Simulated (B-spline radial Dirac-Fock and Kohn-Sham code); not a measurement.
# B: two attempts at the core levels

Wanted: ΔSCF binding energies of B for K.

Program: B-spline radial Dirac-Fock and Kohn-Sham code, version 4. Model: Delta-SCF core binding energies without Breit or QED terms under the stated settings. All values are calculated, but those marked as tabulated.

## (1) The atom as given

The B atom, configuration [He] 2s2 2p1.

| Quantity | Value |
| --- | --- |
| nuclear charge | 5 |
| electrons | 5 |
| mass number | 11 |
| nuclear rms radius | 2.406 fm |

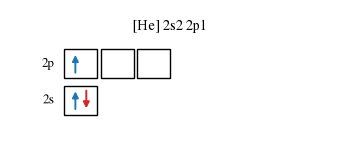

The shells outside the core; arrows follow Hund's rule for the drawing alone (heavy ions are jj-coupled), while the calculation averages over the configuration.

## (2) First try

Settings in task.json:

```ini
rel = dirac
method = hf
nuc = fermi
radius_factor = 1.0
rmax = 45.0
h = 0.3
order = 8
points = 10
c_factor = 0.0178
maxit = 58
damp = 0.5
ndamp = 3
tol = 1e-08
```

The run is started by

```
python xray2_run.py task.json out
```

Results of the run (chosen fields of its result record, rounded):

```text
status: converged
total_energy [Ha]: -20.986112084
virial_ratio: 1.134237
iterations: [13, 13]
converged: [true, true]
highest_orbital_energy [eV]: -9.265643
holes: ["K"]
binding [eV]: [185.123]
scf_energy [Ha]: [-20.28773831, -17.62089488, -17.6715552, -20.9660484, -20.98866237, -20.98548029, -20.98601386, -20.98610374, -20.98611155, -20.98611208, -20.98611208, -20.98611208, -20.98611208]
scf_error: [0.16, 0.098, 0.059, 0.13, 0.047, 0.0025, 0.0018, 0.00035, 9e-05, 9.9e-06, 2.5e-06, 4.1e-07, 3.8e-08]
cells: 61
```

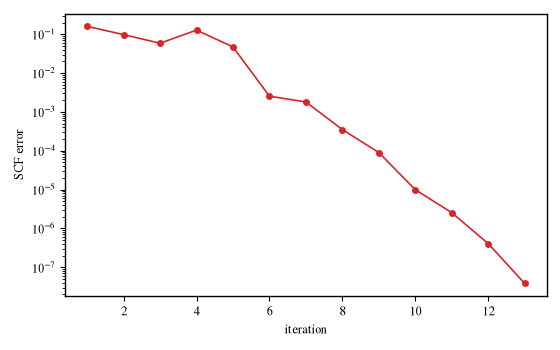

SCF error of the ground state by iteration.

## (3) What went wrong

The run converged, but to the answer of an unsound model or basis. The fault: c_factor makes c so small that Zα nears or passes 1.

Remedy: set c_factor = 1.0.

## (4) Second try

Changed: c_factor = 1.0, maxit = 60.

Results of the run (chosen fields of its result record, rounded):

```text
status: converged
total_energy [Ha]: -24.536554267
virial_ratio: 1.999389
iterations: [10, 9]
converged: [true, true]
highest_orbital_energy [eV]: -8.427941
holes: ["K"]
binding [eV]: [200.8635]
cells: 61
```

## (5) Outcome

| quantity | value |
| --- | --- |
| first try | converged |
| fault | c_factor makes c so small that Zα nears or passes 1 |
| cure | c_factor = 1.0 |
| mended run | converged (ground state in 10 iterations) |
| K binding | 200.9 eV (first try 185.1) |

What this shows: The first try was off by -15.74 eV for K. It gave no warning. The mended values lack Breit and QED terms.
